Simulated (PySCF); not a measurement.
# C₄H₈OSi₂: a tour of settings, part 1 of 2

Which settings matter for C₄H₈OSi₂ (`[SiH3]OC1=CC=C[SiH2]1`)?

Programs: PySCF 2.14.0, with density-fitted response routines of our own. Each step states its level of theory. These are calculated values for one molecule in the gas phase, unless marked as measured. Atoms count from 0, in the outputs and in this text.

### Step 1. The starting structure

15 atoms, charge 0, multiplicity 1; geometry from: GFN2-xTB.

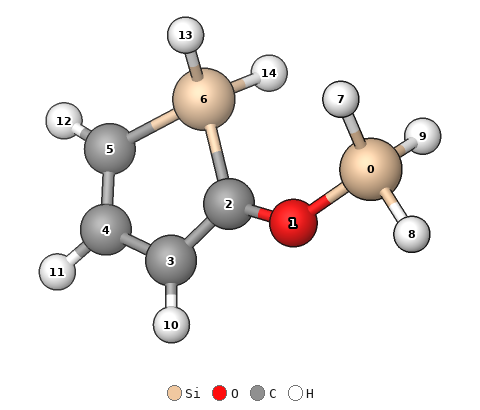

The starting geometry (silicon light orange, oxygen red, carbon grey, hydrogen white), atoms numbered.

### Step 2. NMR shieldings: PBE0/pcSseg-1

What the job is given:

```
{"job": {"kind": "nmr", "xc": "PBE0", "basis": "pcSseg-1"}, "charge": 0, "multiplicity": 1}
Si     2.610114     0.943033    -0.107010
O      1.551940    -0.075368     0.576406
C      0.233121    -0.276895     0.413788
C     -0.445320    -1.204498     1.114150
C     -1.860724    -1.291130     0.817232
C     -2.346243    -0.452096    -0.110751
Si    -0.956353     0.626776    -0.764363
H      2.227356     2.335618     0.140478
H      3.813911     0.536280     0.600512
H      2.680707     0.728414    -1.554621
H      0.006798    -1.851227     1.850891
H     -2.464073    -2.016411     1.345470
H     -3.385276    -0.448121    -0.393935
H     -1.067383     2.049073    -0.437735
H     -0.602989     0.404543    -2.167114
```

Level: GIAO PBE0/pcSseg-1 NMR shielding, non-relativistic, gas phase.

Started as:

```console
> OMP_NUM_THREADS=1 python probes_run.py task.json out
```

This one command runs all jobs of the session in turn.

The program printed:

```text
coarse grid: 13640 points
cycle   1  E = -810.7147104901  dE =  9.992e-01  |g| = 6.589e-01  |ddm| = 3.675e+00
cycle   2  E = -810.6242326834  dE =  9.048e-02  |g| = 9.508e-01  |ddm| = 1.360e+00
cycle   3  E = -810.8000883319  dE = -1.759e-01  |g| = 9.925e-02  |ddm| = 8.972e-01
cycle   4  E = -810.8013229956  dE = -1.235e-03  |g| = 5.386e-02  |ddm| = 1.240e-01
cycle   5  E = -810.8020296165  dE = -7.066e-04  |g| = 1.683e-02  |ddm| = 6.386e-02
cycle   6  E = -810.8020999950  dE = -7.038e-05  |g| = 4.174e-03  |ddm| = 1.792e-02
cycle   7  E = -810.8021044245  dE = -4.429e-06  |g| = 3.114e-04  |ddm| = 4.294e-03
final grid: 122872 points
cycle   8  E = -810.8530148809  dE = -1.418e-05  |g| = 9.380e-03  |ddm| = 2.184e-02
cycle   9  E = -810.8529872172  dE =  2.766e-05  |g| = 1.505e-02  |ddm| = 1.861e-02
cycle  10  E = -810.8530319950  dE = -4.478e-05  |g| = 1.663e-03  |ddm| = 1.267e-02
cycle  11  E = -810.8530326627  dE = -6.677e-07  |g| = 3.371e-04  |ddm| = 1.722e-03
cycle  12  E = -810.8530326864  dE = -2.361e-08  |g| = 1.102e-04  |ddm| = 3.235e-04
cycle  13  E = -810.8530326893  dE = -2.992e-09  |g| = 2.815e-05  |ddm| = 1.240e-04
cycle  14  E = -810.8530326896  dE = -2.035e-10  |g| = 6.474e-06  |ddm| = 3.863e-05
converged SCF energy = -810.8530326896

GIAO shielding tensors (ppm)
atom      isotropic    diamagn.    paramagn.     s11        s22        s33       span
  0 Si     387.462     879.832    -492.370    342.216    352.580    467.589    125.373
  1 O      228.754     395.445    -166.691     88.696    234.658    362.906    274.210
  2 C       12.940     256.955    -244.015    -78.549     25.748     91.619    170.168
  3 C       55.305     253.977    -198.672    -46.980     78.442    134.454    181.434
  4 C       28.446     254.236    -225.790    -91.927     30.822    146.444    238.371
  5 C       70.364     261.180    -190.816    -30.970     76.567    165.494    196.464
  6 Si     417.116     881.997    -464.882    376.968    409.245    465.134     88.165
  7 H       26.696      29.470      -2.773     23.784     25.256     31.049      7.265
  8 H       26.698      28.868      -2.170     22.898     25.406     31.791      8.893
  9 H       26.697      29.545      -2.848     23.785     25.260     31.047      7.262
 10 H       25.330      32.356      -7.025     22.510     24.272     29.208      6.698
 11 H       24.463      29.834      -5.371     22.443     23.650     27.295      4.851
 12 H       26.338      29.946      -3.608     25.259     26.082     27.672      2.413
 13 H       27.133      29.636      -2.503     23.755     25.590     32.055      8.301
 14 H       27.133      29.689      -2.556     23.755     25.590     32.054      8.300
```

Wall time 26 s (1 thread of Intel Xeon Platinum 8488C, shared host); peak memory 0.79 GiB.

Shifts follow as δ = σ(reference) − σ, with reference shieldings (ppm) from runs at the same level and on the same kind of geometry: ¹H TMS 31.72, ¹³C TMS 186.9, ²⁹Si TMS 349.2, ¹⁷O H2O 336.1. The references are single molecules in the gas phase, so shifts against H2O, NH3, PH3, H3PO4 or CFCl3 are not on the usual liquid scales and can be off by tens of ppm. Atoms listed in one row are averaged.

| atoms | environment | σ (ppm) | δ (ppm) | δ scaled to CDCl3 |
| --- | --- | --- | --- | --- |
| C2 | alkene carbon bearing oxygen | 12.9 | 174.0 | 167.9 |
| C4 | alkene CH | 28.4 | 158.5 | 152.8 |
| C3 | β carbon of an enol-ether or enamine type C=C | 55.3 | 131.6 | 126.5 |
| C5 | alkene CH | 70.4 | 116.6 | 111.8 |
| H11 | hydrogen on an alkene CH | 24.46 | 7.25 | 6.94 |
| H10 | hydrogen on a β carbon of an enol-ether or enamine type C=C | 25.33 | 6.39 | 6.13 |
| H12 | hydrogen on an alkene CH | 26.34 | 5.38 | 5.18 |
| H7, H8, H9 | hydrogen on a silicon bonded to O | 26.70 | 5.02 | – |
| H13, H14 | hydrogen on a silicon bonded to 2 C, in a 5-membered ring | 27.13 | 4.58 | – |
| Si0 | silicon bonded to O, 3 H | 387.5 | -38.3 | – |
| Si6 | silicon bonded to 2 C, 2 H, in a 5-membered ring | 417.1 | -68.0 | – |
| O1 | oxygen bonded to C, Si | 228.8 | 107.3 | – |

The scaled column applies a straight-line fit of computed shieldings to shifts measured in CDCl3 (root-mean-square error 0.16 ppm for H, 1.9 ppm for C).

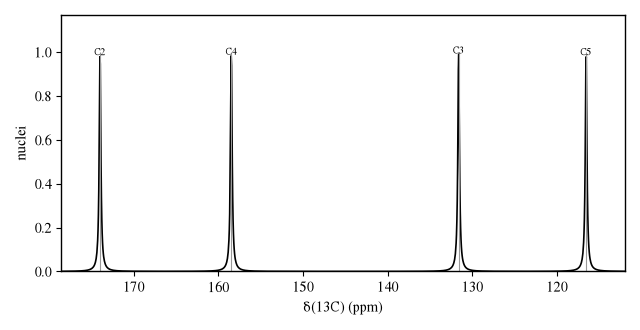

¹³C lines at the computed shifts, without couplings. Lines are broadened to a width of 0.23 ppm (Lorentzian).

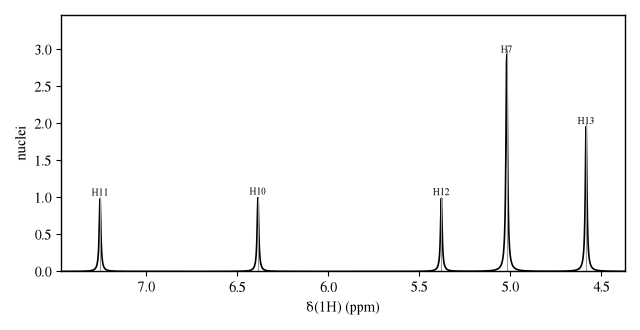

¹H lines at the computed shifts, without couplings. Lines are broadened to a width of 0.01 ppm (Lorentzian).

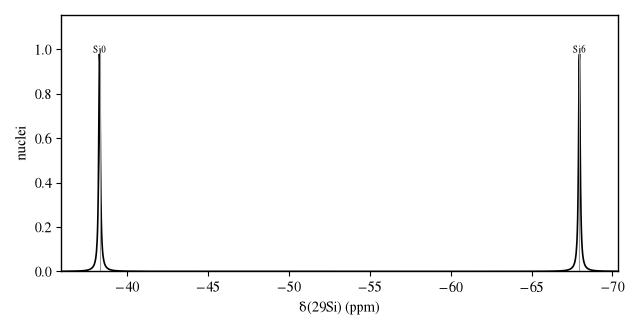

²⁹Si lines at the computed shifts, without couplings. Lines are broadened to a width of 0.12 ppm (Lorentzian).

Charges from the same density, by scheme (e):

| atoms | Mulliken | IAO | Hirshfeld | ESP fit |
| --- | --- | --- | --- | --- |
| Si0 | 0.67 | 0.87 | 0.39 | 0.59 |
| O1 | -0.58 | -0.57 | -0.19 | -0.38 |
| C2 | -0.01 | -0.05 | -0.01 | 0.10 |
| C3 | -0.14 | -0.21 | -0.09 | -0.24 |
| C4 | -0.08 | -0.11 | -0.04 | -0.08 |
| C5 | -0.41 | -0.47 | -0.17 | -0.48 |
| Si6 | 0.69 | 0.70 | 0.32 | 0.54 |

Mulliken charges:

Si0 0.67; O1 -0.58; C2 -0.01; C3 -0.14; C4 -0.08; C5 -0.41; Si6 0.69; H7 -0.11; H8 -0.10; H9 -0.11; H10 0.09; H11 0.10; H12 0.11; H13 -0.06; H14 -0.06

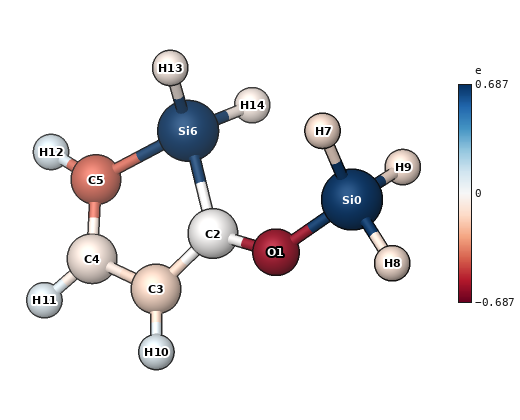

Mulliken charges, as colours on the atoms.

Mayer bond orders: Si0–O1 0.93, O1–C2 0.93, C2–C3 1.73, C3–C4 1.10, C4–C5 1.81, C5–Si6 0.93, Si6–C2 0.85.

Ring of atoms C2, C3, C4, C5, Si6: NICS(0) 0.7, NICS(1) -1.0, NICS(1)zz 3.9 ppm (means of both faces).

### Step 3. Excited states and response: PBE0/def2-SVPD

Same as in step 2 but for these lines:

```diff
@@ -1,2 +1,2 @@
-{"job": {"kind": "nmr", "xc": "PBE0", "basis": "pcSseg-1"}, "charge": 0, "multiplicity": 1}
+{"job": {"kind": "uv", "xc": "PBE0", "basis": "def2-SVPD", "nstates": 6, "ntriplets": 2}, "charge": 0, "multiplicity": 1}
 Si     2.610114     0.943033    -0.107010
```

Method: TDDFT PBE0/def2-SVPD, vertical, gas phase, core orbitals frozen in the response.

The program printed:

```text
coarse grid: 13640 points
cycle   1  E = -810.3700466064  dE =  9.479e-01  |g| = 6.228e-01  |ddm| = 6.810e+00
cycle   2  E = -810.2770168836  dE =  9.303e-02  |g| = 9.193e-01  |ddm| = 2.366e+00
cycle   3  E = -810.4515285128  dE = -1.745e-01  |g| = 9.405e-02  |ddm| = 1.437e+00
cycle   4  E = -810.4525351681  dE = -1.007e-03  |g| = 5.788e-02  |ddm| = 2.587e-01
cycle   5  E = -810.4533981360  dE = -8.630e-04  |g| = 1.554e-02  |ddm| = 1.337e-01
cycle   6  E = -810.4534601438  dE = -6.201e-05  |g| = 3.939e-03  |ddm| = 3.279e-02
cycle   7  E = -810.4534643206  dE = -4.177e-06  |g| = 3.041e-04  |ddm| = 8.163e-03
final grid: 122872 points
cycle   8  E = -810.5644253558  dE = -1.454e-05  |g| = 8.653e-03  |ddm| = 1.168e-01
cycle   9  E = -810.5643994327  dE =  2.592e-05  |g| = 1.405e-02  |ddm| = 3.134e-02
cycle  10  E = -810.5644411528  dE = -4.172e-05  |g| = 1.549e-03  |ddm| = 2.303e-02
cycle  11  E = -810.5644417676  dE = -6.148e-07  |g| = 2.812e-04  |ddm| = 2.847e-03
cycle  12  E = -810.5644417854  dE = -1.781e-08  |g| = 9.367e-05  |ddm| = 7.676e-04
cycle  13  E = -810.5644417875  dE = -2.145e-09  |g| = 3.021e-05  |ddm| = 2.273e-04
cycle  14  E = -810.5644417878  dE = -2.644e-10  |g| = 6.176e-06  |ddm| = 1.044e-04
converged SCF energy = -810.5644417878

Static polarisability (au): isotropic 100.738, principal 73.265 103.908 125.040

Singlet excitations
state   eV       nm        f      main configurations
  1   3.8718    320.2   0.09115   H->L 0.98
  2   4.7344    261.9   0.00072   H->L+1 0.98
  3   5.2693    235.3   0.00057   H-1->L 0.97
  4   5.5362    224.0   0.00001   H->L+2 0.95
  5   5.8262    212.8   0.00121   H->L+3 0.76, H->L+4 0.17
  6   6.1358    202.1   0.00072   H->L+4 0.79, H->L+3 0.16

Triplet excitations (Tamm-Dancoff, eV): 2.3303 4.6208
```

Run time: 29 s. Hardware: 1 thread of Intel Xeon Platinum 8488C, shared host; peak memory 0.9 GiB.

Frontier orbitals and where they lie:

| orbital | eV | atoms |
| --- | --- | --- |
| HOMO−3 | -9.12 | C5 24 %, Si6 22 %, C4 12 % |
| HOMO−2 | -8.82 | C4 24 %, C5 15 %, C3 14 % |
| HOMO−1 | -8.18 | O1 30 %, C2 20 %, Si6 17 % |
| HOMO | -6.10 | C5 24 %, C3 20 %, C2 18 % |
| LUMO | -1.35 | C4 20 %, C2 18 %, C5 17 % |
| LUMO+1 | -0.24 | Si0 30 %, Si6 15 %, H9 9 % |
| LUMO+2 | 0.51 | Si6 29 %, Si0 20 %, H13 7 % |

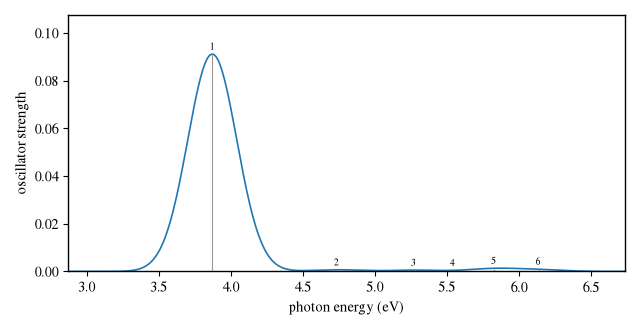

Absorption spectrum from the 6 singlet states computed; above the last one it falls off for lack of states. Lines are broadened to a width of 0.40 eV (Gaussian).

Further results of this job:

| property | computed |
| --- | --- |
| dipole moment (D) | 0.55 |
| polarisability (Å³) | 14.93 |
| HOMO–LUMO gap (eV) | 4.75 |
| −ε(HOMO) (eV) | 6.10 |

### Step 4. NMR shieldings: PBE/3-21G

Same as in step 3 but for these lines:

```diff
@@ -1,2 +1,2 @@
-{"job": {"kind": "uv", "xc": "PBE0", "basis": "def2-SVPD", "nstates": 6, "ntriplets": 2}, "charge": 0, "multiplicity": 1}
+{"job": {"kind": "nmr", "xc": "PBE", "basis": "3-21G", "pop": true}, "charge": 0, "multiplicity": 1}
 Si     2.610114     0.943033    -0.107010
```

Level: GIAO PBE/3-21G NMR shielding, non-relativistic, gas phase.

The program printed:

```text
coarse grid: 13640 points
cycle   1  E = -806.2729021350  dE =  4.732e-01  |g| = 7.231e-01  |ddm| = 3.960e+00
cycle   2  E = -805.8960890673  dE =  3.768e-01  |g| = 1.501e+00  |ddm| = 2.729e+00
cycle   3  E = -806.3765673927  dE = -4.805e-01  |g| = 2.145e-01  |ddm| = 2.083e+00
cycle   4  E = -806.3812159251  dE = -4.649e-03  |g| = 1.512e-01  |ddm| = 4.370e-01
cycle   5  E = -806.3870850634  dE = -5.869e-03  |g| = 6.166e-02  |ddm| = 2.506e-01
cycle   6  E = -806.3881777395  dE = -1.093e-03  |g| = 1.123e-02  |ddm| = 8.562e-02
cycle   7  E = -806.3882085103  dE = -3.077e-05  |g| = 7.896e-03  |ddm| = 2.491e-02
cycle   8  E = -806.3882260071  dE = -1.750e-05  |g| = 9.668e-04  |ddm| = 8.829e-03
cycle   9  E = -806.3882262807  dE = -2.736e-07  |g| = 2.187e-04  |ddm| = 1.635e-03
final grid: 122872 points
cycle  10  E = -806.4550023396  dE = -8.122e-06  |g| = 1.132e-02  |ddm| = 2.111e-02
cycle  11  E = -806.4548832568  dE =  1.191e-04  |g| = 2.559e-02  |ddm| = 4.021e-02
cycle  12  E = -806.4550220177  dE = -1.388e-04  |g| = 5.446e-03  |ddm| = 3.298e-02
cycle  13  E = -806.4550308791  dE = -8.861e-06  |g| = 1.165e-03  |ddm| = 7.815e-03
cycle  14  E = -806.4550312126  dE = -3.334e-07  |g| = 2.822e-04  |ddm| = 1.445e-03
cycle  15  E = -806.4550312362  dE = -2.358e-08  |g| = 9.440e-05  |ddm| = 4.704e-04
cycle  16  E = -806.4550312384  dE = -2.203e-09  |g| = 3.232e-05  |ddm| = 1.462e-04
cycle  17  E = -806.4550312387  dE = -3.577e-10  |g| = 2.953e-06  |ddm| = 4.932e-05
converged SCF energy = -806.4550312387

GIAO shielding tensors (ppm)
atom      isotropic    diamagn.    paramagn.     s11        s22        s33       span
  0 Si     461.178     874.502    -413.325    415.816    424.604    543.113    127.297
  1 O      241.081     397.239    -156.158     47.281    274.614    401.347    354.066
  2 C       59.436     251.254    -191.819      1.996     68.442    107.869    105.873
  3 C       96.214     253.364    -157.151     21.525    112.736    154.380    132.855
  4 C       75.191     254.356    -179.165    -12.513     74.171    163.916    176.429
  5 C      108.785     259.475    -150.689     34.569    112.174    179.613    145.043
  6 Si     510.804     880.505    -369.700    437.623    528.316    566.474    128.851
  7 H       27.587      29.351      -1.764     23.919     26.115     32.728      8.809
  8 H       27.537      29.902      -2.364     23.107     26.177     33.329     10.223
  9 H       27.589      29.383      -1.794     23.922     26.118     32.727      8.805
 10 H       27.139      32.152      -5.013     24.787     25.614     31.015      6.228
 11 H       26.198      30.680      -4.482     24.852     25.248     28.494      3.642
 12 H       27.934      31.153      -3.219     26.339     27.209     30.254      3.915
 13 H       28.370      29.823      -1.453     25.111     26.653     33.345      8.234
 14 H       28.370      29.810      -1.441     25.111     26.654     33.345      8.234
```

It took 13 s on 1 thread of Intel Xeon Platinum 8488C, shared host.

This run: δ C2 146.2, C4 130.4, C3 109.4, C5 96.8, H11 6.94, H10 6.00 ppm.

### Step 5. Nuclear shieldings: BLYP/aug-cc-pVDZ

Same as in step 4 but for these lines:

```diff
@@ -1,2 +1,2 @@
-{"job": {"kind": "nmr", "xc": "PBE", "basis": "3-21G", "pop": true}, "charge": 0, "multiplicity": 1}
+{"job": {"kind": "nmr", "xc": "BLYP", "basis": "aug-cc-pVDZ", "pop": true, "grid": 1}, "charge": 0, "multiplicity": 1}
 Si     2.610114     0.943033    -0.107010
```

Method: GIAO BLYP/aug-cc-pVDZ NMR shielding, non-relativistic, gas phase.

The program printed:

```text
final grid: 58504 points
cycle   1  E = -811.1619157608  dE =  9.229e-01  |g| = 8.534e-01  |ddm| = 2.501e+01
cycle   2  E = -810.5362914762  dE =  6.256e-01  |g| = 1.864e+00  |ddm| = 8.452e+00
cycle   3  E = -811.3088032286  dE = -7.725e-01  |g| = 2.516e-01  |ddm| = 5.518e+00
cycle   4  E = -811.3098697209  dE = -1.066e-03  |g| = 2.254e-01  |ddm| = 1.321e+00
cycle   5  E = -811.3238610148  dE = -1.399e-02  |g| = 5.953e-02  |ddm| = 7.298e-01
cycle   6  E = -811.3247788006  dE = -9.178e-04  |g| = 2.259e-02  |ddm| = 2.689e-01
cycle   7  E = -811.3249277383  dE = -1.489e-04  |g| = 5.127e-03  |ddm| = 8.924e-02
cycle   8  E = -811.3249338504  dE = -6.112e-06  |g| = 2.925e-03  |ddm| = 1.714e-02
cycle   9  E = -811.3249361382  dE = -2.288e-06  |g| = 3.286e-04  |ddm| = 1.114e-02
cycle  10  E = -811.3249361739  dE = -3.567e-08  |g| = 1.099e-04  |ddm| = 1.930e-03
cycle  11  E = -811.3249361756  dE = -1.730e-09  |g| = 8.145e-05  |ddm| = 6.412e-04
cycle  12  E = -811.3249361773  dE = -1.635e-09  |g| = 1.105e-05  |ddm| = 3.075e-04
cycle  13  E = -811.3249361773  dE = -2.547e-11  |g| = 5.973e-06  |ddm| = 6.725e-05
converged SCF energy = -811.3249361773

GIAO shielding tensors (ppm)
atom      isotropic    diamagn.    paramagn.     s11        s22        s33       span
  0 Si     436.159     895.424    -459.264    384.404    402.041    522.033    137.629
  1 O      221.604     394.447    -172.843     89.349    235.951    339.512    250.163
  2 C       25.215     228.125    -202.910    -44.310     26.143     93.812    138.122
  3 C       70.666     209.275    -138.608    -15.553     87.513    140.039    155.592
  4 C       46.107     187.061    -140.955    -56.871     45.857    149.333    206.204
  5 C       82.557     230.119    -147.561     -1.175     81.919    166.928    168.103
  6 Si     468.024     907.576    -439.552    417.327    469.505    517.239     99.912
  7 H       26.611      29.491      -2.880     23.689     25.120     31.025      7.336
  8 H       26.677      27.469      -0.792     22.732     25.554     31.745      9.013
  9 H       26.611      29.624      -3.013     23.689     25.123     31.022      7.333
 10 H       25.469      36.278     -10.809     22.561     25.353     28.494      5.933
 11 H       24.375      38.514     -14.139     22.155     23.940     27.029      4.874
 12 H       26.561      44.498     -17.937     26.015     26.540     27.127      1.113
 13 H       27.398      31.084      -3.687     24.271     25.731     32.192      7.921
 14 H       27.399      31.224      -3.825     24.271     25.731     32.193      7.922
```

Run time: 44 s. Hardware: 1 thread of Intel Xeon Platinum 8488C, shared host; peak memory 0.83 GiB.

Key values: δ C2 165.2, C4 144.3, C3 119.7, C5 107.8, H11 7.60, H10 6.51 ppm.

(Continued in part 2 of 2.)
